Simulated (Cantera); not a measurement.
A closed system holds: 1 mol Ti, 0.18 mol CH4, held at 10.0 mbar.

These are equilibrium values from Cantera (NASA tables, ideal gas, pure condensed phases), not measurements of a reactor. Candidate condensed phases: C, C6H6, C7H8, C8H18, Ti, TiC; 77 gas species. Mutual solubility and eutectic melting of coexisting phases are not modelled. TiC: taken at fixed stoichiometry. Condensed phases not in the tables: N, O or C dissolved in the metal. The numbers say what is thermodynamically allowed, not how fast it happens.

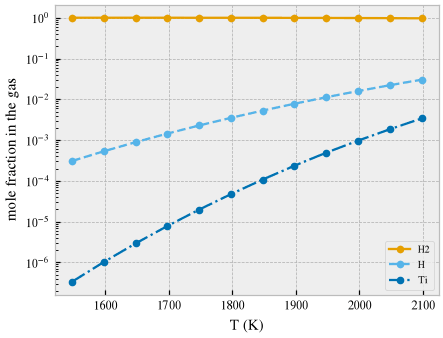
Fig. 1. Equilibrium gas composition (values under 1e-9 drawn at 1e-9)

From 1548 K to 1898 K the condensed part is Ti(β) + TiC(s). From 1948 K to 2098 K the condensed part is Ti(l) + TiC(s). The main Ti-bearing gas is Ti throughout.
